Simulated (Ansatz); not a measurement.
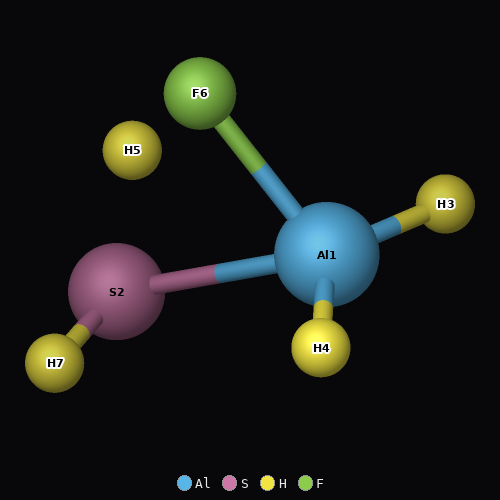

The system is the reacting system AlFH4S (fragments AlH₃S + FH where the first distance is long, AlFH₄S where the second is long); the picture shows the reference structure. First axis: distance Al1–F6 (bond that forms). Second axis: distance H5–F6 (bond that breaks). Relaxed at each point: all other coordinates. The scan uses a 12 × 12 grid. Points are written as (first, second). Energies are in kJ/mol, from the lowest grid point. The reference is spin-restricted, so regions where a bond is pulled apart into radicals lie too high. Method: RKS PBE0-D4/def2-SVP in Ansatz 0.2.0.

Its coordinates:

```xyz
7

Al   -0.5190   -0.8931    0.1107
S    -0.2287    1.6112   -0.6668
H    -1.0339   -1.7791   -1.0821
H    -0.7985   -0.9457    1.6594
H     1.1777    0.5218   -0.4661
F     1.5515   -0.5822   -0.1599
H    -0.1488    2.0671    0.6048
```

Range: distance Al1–F6 (bond that forms) from 1.629 to 2.829 Å; distance H5–F6 (bond that breaks) from 0.819 to 2.019 Å.

Predict the map.

Answer. The lowest grid point is at (1.689 Å, 2.019 Å). It lies at the edge of the scanned range, so the true minimum may lie outside. The highest grid point, (2.829 Å, 2.019 Å), lies 312 kJ/mol above the lowest.

| second ↓, first → | 1.629 | 1.689 | 1.771 | 1.866 | 1.968 | 2.077 | 2.192 | 2.311 | 2.435 | 2.563 | 2.694 | 2.829 |
| --- | --- | --- | --- | --- | --- | --- | --- | --- | --- | --- | --- | --- |
| 2.019 | 7 | 0 | 4 | 23 | 52 | 88 | 128 | 168 | 208 | 246 | 280 | 312 |
| 1.884 | 11 | 3 | 6 | 23 | 50 | 85 | 123 | 161 | 199 | 235 | 268 | 298 |
| 1.753 | 17 | 8 | 9 | 24 | 49 | 81 | 117 | 153 | 189 | 222 | 253 | 281 |
| 1.625 | 25 | 14 | 14 | 26 | 49 | 78 | 111 | 144 | 177 | 208 | 236 | 261 |
| 1.501 | 37 | 24 | 20 | 30 | 49 | 75 | 104 | 134 | 163 | 191 | 215 | 237 |
| 1.382 | 51 | 36 | 29 | 34 | 49 | 71 | 96 | 122 | 147 | 170 | 191 | 209 |
| 1.267 | 69 | 50 | 39 | 39 | 49 | 66 | 85 | 106 | 126 | 145 | 161 | 175 |
| 1.158 | 89 | 66 | 49 | 44 | 48 | 58 | 72 | 87 | 101 | 115 | 127 | 138 |
| 1.056 | 108 | 81 | 59 | 47 | 45 | 49 | 57 | 67 | 77 | 87 | 95 | 103 |
| 0.961 | 131 | 99 | 72 | 55 | 48 | 47 | 51 | 57 | 64 | 70 | 77 | 82 |
| 0.879 | 164 | 131 | 100 | 80 | 70 | 67 | 68 | 72 | 77 | 82 | 87 | 92 |
| 0.819 | 213 | 178 | 147 | 125 | 114 | 110 | 110 | 113 | 117 | 121 | 126 | 130 |

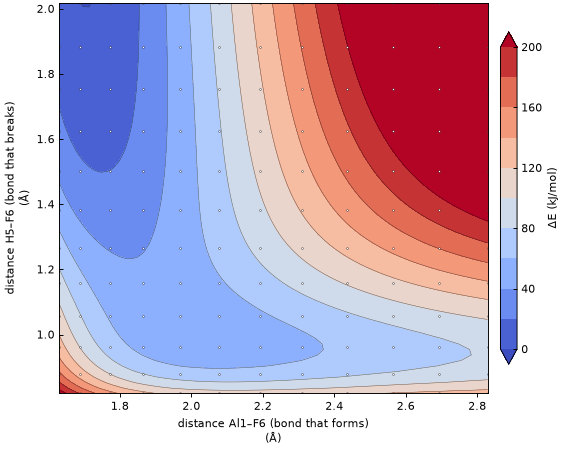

The picture shows filled contours, dots at the grid points, one colour for all values above the top of the scale. Between grid points the surface is interpolated.

Each point was launched as `ansatz run input.yaml --threads 1 --pin off --max-ram 2560MiB --backend cpu --events-out ev --progress --plain --runs-dir out`. Time for the 144 points that were run: 20 min on 1 thread of Arm Neoverse V1, on a shared host.
